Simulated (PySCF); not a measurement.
C3H10SSi, SMILES CCC[SiH2]S, singlet at its GFN2-xTB optimised geometry (Å):

```
15

C      2.7340    -1.2543     0.0000
C      1.2098    -1.2543     0.0000
C      0.6444     0.1626     0.0000
Si    -1.2457     0.1919     0.0063
S     -1.8120     2.2718     0.0041
H      3.1149    -0.7412    -0.8807
H      3.1144    -0.7450     0.8832
H      3.1183    -2.2718    -0.0020
H      0.8478    -1.7910    -0.8797
H      0.8479    -1.7907     0.8800
H      1.0209     0.6978    -0.8750
H      1.0252     0.6990     0.8727
H     -1.8251    -0.4144    -1.1907
H     -1.8143    -0.4092     1.2113
H     -3.1183     2.0652     0.0019
```

Computed with PBE0/def2-TZVP (PySCF).

Map of the deformation density (molecule minus spherical neutral atoms) (e/bohr³) on the plane z = 0.6 Å:

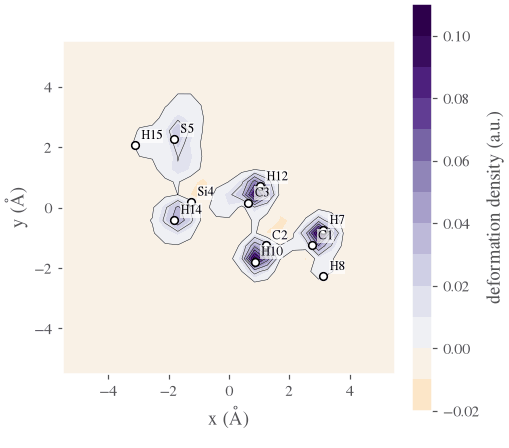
Fig. 1. Deformation density (molecule minus spherical neutral atoms) (e/bohr³) on the plane z = 0.6 Å.
